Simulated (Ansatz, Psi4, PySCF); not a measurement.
Two rigid molecules brought together: BF3 ··· CH3Br (SMILES FB(F)F and CBr). Monomers: optimised at B3LYP-D3(BJ) (def2-TZVP), held rigid. Orientation: a higher rigid-body minimum at GFN2-xTB. The monomers approach along the line of their centres of mass (distance R); nothing else relaxes.

Geometry at R = 2.99 Å (first 4 atoms: monomer A):
```
9

F      1.1568    -0.6200     0.0896
B      0.0000     0.0001    -0.0002
F     -0.0416     1.3148    -0.0235
F     -1.1152    -0.6949    -0.0659
C     -1.5409     1.3765    -3.0447
Br    -0.1248     0.0294    -2.9378
H     -2.4670     0.8621    -3.2756
H     -1.2726     2.0738    -3.8303
H     -1.5964     1.8720    -2.0819
```

- MP2/aug-cc-pVTZ = MP2 on RHF/aug-cc-pVTZ, cores with 3d frozen, counterpoise-corrected run with Ansatz (a first-principles code)
- revPBE/def2-TZVP, counterpoise-corrected (Psi4)
- CCSD(T)/aug-cc-pVDZ = Ansatz with CCSD(T) on RHF/aug-cc-pVDZ, cores with 3d frozen, counterpoise-corrected
- CCSD/aug-cc-pVDZ = CCSD on RHF/aug-cc-pVDZ, cores with 3d frozen, counterpoise-corrected in Ansatz
- RHF/6-31G* = restricted Hartree-Fock/6-31G*, spherical d, no counterpoise correction in PySCF

Interaction energies in kcal/mol (negative: bound); R is the distance of the centres of mass, d the F3···H9 distance.

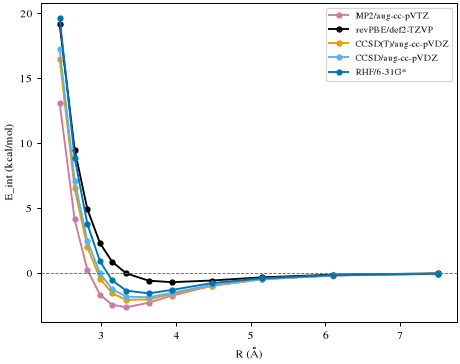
Interaction energy against separation.

```csv
R / Å,d / Å,MP2/aug-cc-pVTZ,revPBE/def2-TZVP,CCSD(T)/aug-cc-pVDZ,CCSD/aug-cc-pVDZ,RHF/6-31G*
2.45,2.19,13.05,19.13,16.46,17.20,19.65
2.65,2.35,4.10,9.48,6.50,7.09,8.86
2.82,2.49,0.21,4.89,1.96,2.45,3.75
2.99,2.64,-1.70,2.26,-0.45,-0.06,0.87
3.15,2.78,-2.46,0.85,-1.58,-1.26,-0.59
3.34,2.95,-2.66,-0.05,-2.09,-1.84,-1.38
3.64,3.22,-2.32,-0.61,-2.05,-1.89,-1.59
3.95,3.50,-1.77,-0.73,-1.65,-1.55,-1.33
4.48,3.99,-1.02,-0.60,-0.99,-0.95,-0.81
5.16,4.64,-0.51,-0.36,-0.50,-0.48,-0.42
6.11,5.55,-0.22,-0.15,-0.21,-0.21,-0.19
7.51,6.92,-0.08,-0.05,-0.08,-0.08,-0.08
```

Lowest grid point: MP2/aug-cc-pVTZ -2.66 kcal/mol at R = 3.34 Å; revPBE/def2-TZVP -0.73 kcal/mol at R = 3.95 Å; CCSD(T)/aug-cc-pVDZ -2.09 kcal/mol at R = 3.34 Å; CCSD/aug-cc-pVDZ -1.89 kcal/mol at R = 3.64 Å; RHF/6-31G* -1.59 kcal/mol at R = 3.64 Å.
